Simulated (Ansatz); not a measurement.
C6H10O2

Input file:

```
crystal:
  periodic: [false, false, false]
  atoms:
    - {symbol: C, position_ang: [-1.977314, 1.956538, 0.217033]}
    - {symbol: C, position_ang: [-1.048176, 0.964246, 0.880297]}
    - {symbol: C, position_ang: [-0.738940, -0.240543, 0.037021]}
    - {symbol: O, position_ang: [-1.255717, -0.455369, -1.030371]}
    - {symbol: C, position_ang: [0.332176, -1.173202, 0.586327]}
    - {symbol: C, position_ang: [1.662022, -0.719735, -0.000989]}
    - {symbol: C, position_ang: [2.031287, -1.318669, -1.323452]}
    - {symbol: O, position_ang: [2.334659, 0.104751, 0.564158]}
    - {symbol: H, position_ang: [-1.540330, 2.343630, -0.704828]}
    - {symbol: H, position_ang: [-2.179094, 2.798674, 0.881036]}
    - {symbol: H, position_ang: [-2.926432, 1.487676, -0.046177]}
    - {symbol: H, position_ang: [-1.464768, 0.591025, 1.825026]}
    - {symbol: H, position_ang: [-0.087377, 1.414986, 1.159483]}
    - {symbol: H, position_ang: [0.093616, -2.189424, 0.271779]}
    - {symbol: H, position_ang: [0.395572, -1.100051, 1.671832]}
    - {symbol: H, position_ang: [2.245407, -2.383573, -1.190240]}
    - {symbol: H, position_ang: [1.181501, -1.251572, -2.008686]}
    - {symbol: H, position_ang: [2.904408, -0.818084, -1.737350]}
basis:
  gaussian: {orbitals: def2-TZVPP}
hamiltonian: {xc: pbe0, dispersion: d4}
output: {orbitals: {seedname: orbitals}}
```

Command:

```sh
ansatz run in.yaml --threads 2 --pin off --events-out ev --progress --plain --max-ram 32768MiB --backend cuda --devices 0, --max-vram 18GiB
```

Geometry: PBE0-D4/def2-TZVP.

Level of theory: RKS PBE0-D4/def2-TZVPP in Ansatz.

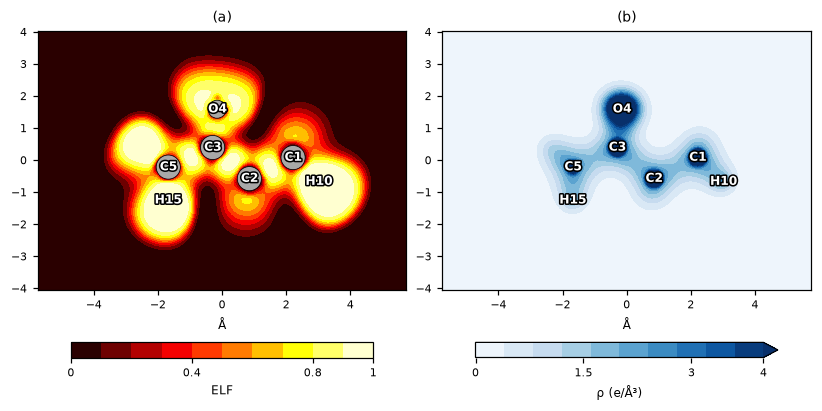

Figure 1. (a) electron localisation function; (b) electron density on the plane of atoms C1, C2 and C3. Grey discs cover the atomic cores in the ELF map.

Question: What does the map show?

Answer: Atoms in the plane: C, O and H.
C–O (1.21 Å): ρ is about 3.4 e/Å³ halfway; the ELF peaks at about 0.85 between the atoms; a multiple bond.
C–C (1.51 Å): ρ at the midpoint is about 1.7 e/Å³; the ELF peaks at about 0.95 between the atoms (a covalent bond).
C–H (1.09 Å): ρ at the midpoint is about 2 e/Å³; the ELF climbs to about 1 towards the hydrogen, as it does in any bond to H: a covalent bond by its length.
The ELF also peaks beside O4, away from the bonds: lone-pair regions.

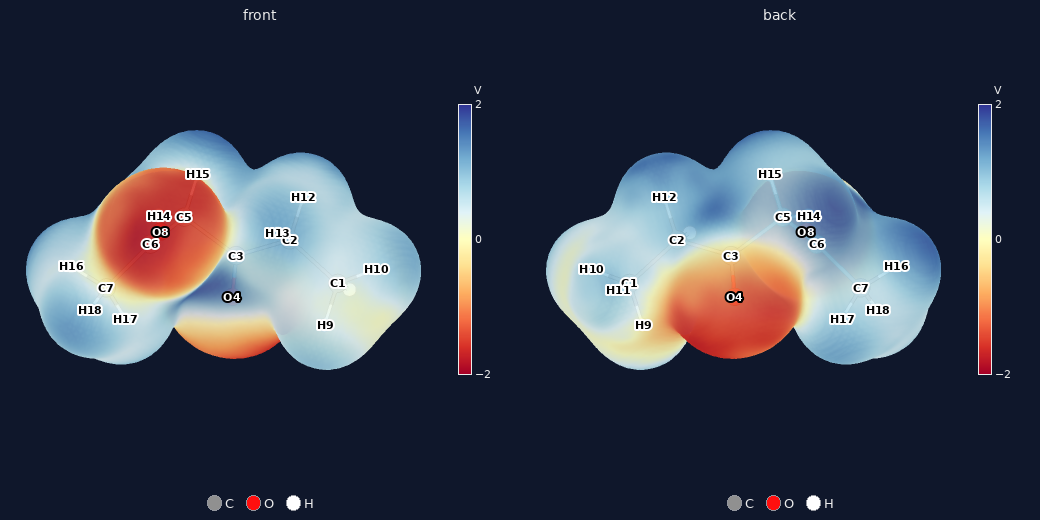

Figure 2. The molecular electrostatic potential painted on the density surface at 0.004 e/bohr³, seen from the front and from behind; the colour scale runs from red (negative) to blue (positive).

Question: Which sites attract a positive test charge, and which a negative one?

Answer: A positive charge is drawn to the negative regions and a negative charge to the positive ones. The most negative region (about −1.7 V) lies over O4 and O8, the most positive (about +1.7 V) over the C and H atoms.

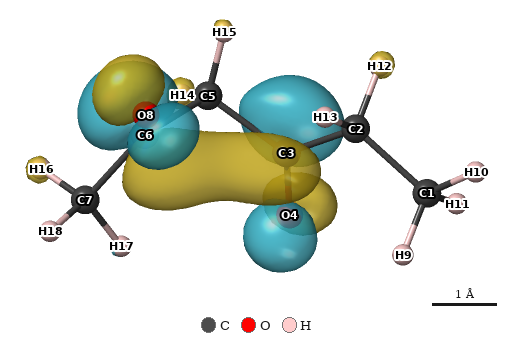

Figure 3. One frontier orbital at ±0.15 Å⁻³ᐟ² (yellow and cyan are the two phases), seen across its widest extent.

Question: Which orbital is it: HOMO or LUMO?

Answer: The LUMO, at −1.20 eV. Its weight (Hirshfeld) is mainly on C6 (about 20 %), C3 (about 20 %), O8 (about 15 %), O4 (about 15 %) and C5 (about 5 %).

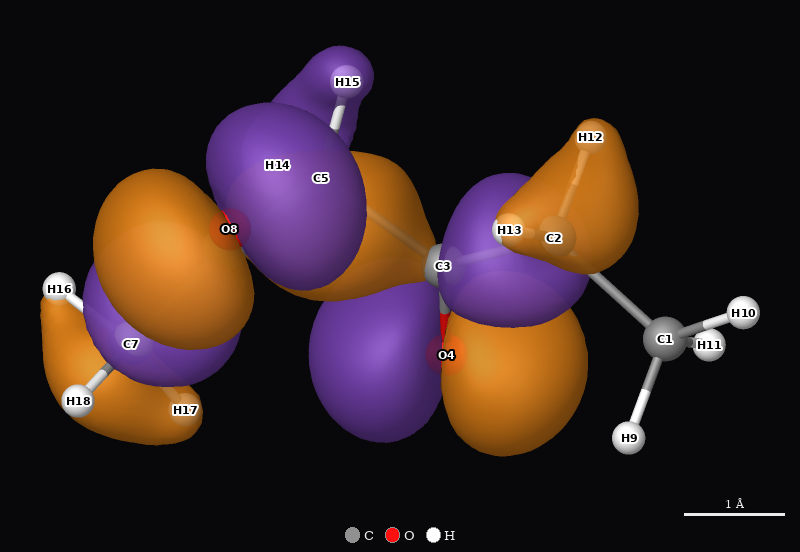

Figure 4. The HOMO−1 at ±0.08 Å⁻³ᐟ² (orange and purple are the two phases), seen at a tilt.

Question: Describe this orbital and give its energy.

Answer: Its weight (Hirshfeld) is mainly on O8 (about 35 %), O4 (about 30 %), C5 (about 10 %), C6 (about 5 %) and C3 (about 5 %). Its energy is −7.72 eV.
